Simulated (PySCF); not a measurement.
Vertical excitations of a molecule C₅H₁₃In from TDA-CAM-B3LYP/def2-SVPD in PySCF 2.14.0, as energy in eV (oscillator strength): 4.50 (0.000), 4.80 (0.000), 5.75 (0.169), 6.05 (0.162), 6.92 (0.002), 7.04 (0.001). Lowest triplet (TDA): 4.24 eV. The structure is a stationary point at B3LYP-D3(BJ)/def2-SVP. The def2 effective core potentials stand for the cores of In; spin–orbit coupling is left out. One conformer was computed; it need not be the lowest.

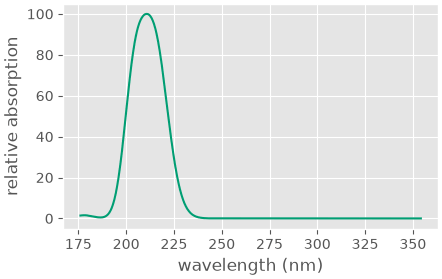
*The lines broadened by 0.4 eV.*

Pick the molecule that these values belong to.
(A) CC[CH2][In]([CH3])[CH3]
(B) C[CH2][In]([CH3])[CH2]C
(C) C[CH](C)[In]([CH3])[CH3]

A, CC[CH2][In]([CH3])[CH3]
